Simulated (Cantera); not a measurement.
A closed system holds: 1 mol CaO, 0.5 mol NF₃, 12 mol O₂, at 7.30 mbar.

Method: chemical equilibrium by Gibbs-energy minimisation in Cantera with the NASA 1993 tables (ideal gas, pure condensed phases). Candidate condensed phases: Ca, CaF₂, CaO; 22 gas species. Mutual solubility and eutectic melting of coexisting phases are not modelled. Kinetics and transport are ignored.

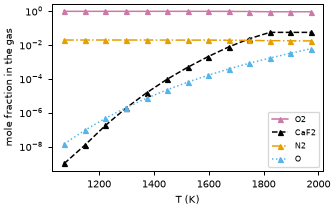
Fig. 1. Equilibrium gas composition (values under 1e-9 drawn at 1e-9)

Q: Read off the mole fractions at 1748 K.

A: O₂ about 0.96, CaF₂ about 0.024, N₂ about 0.019, O about 0.00084.
